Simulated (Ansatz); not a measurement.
ZnCu₂SnS₄ (kesterite type, space group I-4)

```cif
data_Cu4S8Sn2Zn2
_chemical_formula_sum 'Cu4 Zn2 Sn2 S8'
_space_group_name_H-M_alt 'I-4'
_space_group_IT_number 82
_space_group_name_Hall 'I -4'
_cell_length_a 5.46847
_cell_length_b 5.46847
_cell_length_c 10.93514
_cell_angle_alpha 90.000
_cell_angle_beta 90.000
_cell_angle_gamma 90.000
loop_
_atom_site_label
_atom_site_type_symbol
_atom_site_symmetry_multiplicity
_atom_site_Wyckoff_symbol
_atom_site_fract_x
_atom_site_fract_y
_atom_site_fract_z
_atom_site_occupancy
Cu1 Cu 2 a 0.00000 0.00000 0.00000 1
Cu2 Cu 2 c 0.00000 0.50000 0.25000 1
Zn1 Zn 2 d 0.50000 0.00000 0.25000 1
Sn1 Sn 2 b 0.00000 0.00000 0.50000 1
S1 S 8 g 0.25837 0.26632 0.37059 1
```
(The calculation used a cell of 8 atoms; values per cell refer to that cell.)

E(V) scan at fixed shape, V₀ the volume above. The atoms relax within the cell's symmetry.

Computed with PBE (plane waves to 420 eV, PAW, scalar-relativistic; Ansatz, a program for electronic structure). k mesh 9×9×9 (Γ-centred), Fermi-Dirac smearing 0.05 eV. E stands for the smeared free energy. Compression counts positive. With the shape held, the modulus is that of even scaling; a crystal free to change shape is softer. At this level the bands of ZnCu2SnS4 touch or barely overlap; measurements give the solid a gap. The PAW data are Ansatz's earlier set. ZnCu2SnS4 is run without spin polarisation. ZnCu2SnS4 was relaxed with its symmetry unable to fall. The zero of ΔE is the relaxed starting cell.

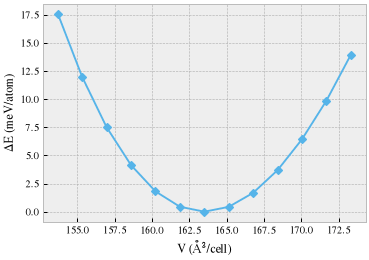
Figure: ΔE (meV/atom) against V (Å³/cell); one marker a computed point.

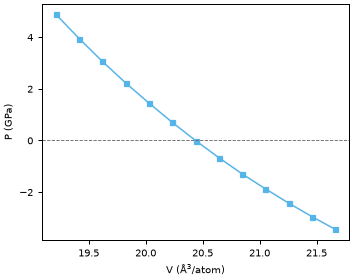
Fig. 1. P (GPa) against V (Å³/atom); computed points joined by lines.

The equilibrium volume of the fit comes out as 20.44 Å³/atom, the bulk modulus at fixed cell shape B₀ (third-order Birch-Murnaghan fit) comes out as 68.0 GPa and the pressure for 5 % compression (fit) is 3.9 GPa. The pressure derivative B₀′ (fit) is 4.9 and the energy cost of the largest compression comes out as 18 meV/atom.

P = (3B₀/2)(x⁷ − x⁵)[1 + ¾(B₀′ − 4)(x² − 1)] with x = (1/0.95)^(1/3), B₀ = 68.0 GPa and B₀′ = 4.85.

(Under strain, the slope of the energy per volume gives the stress and its curvature an elastic modulus.)
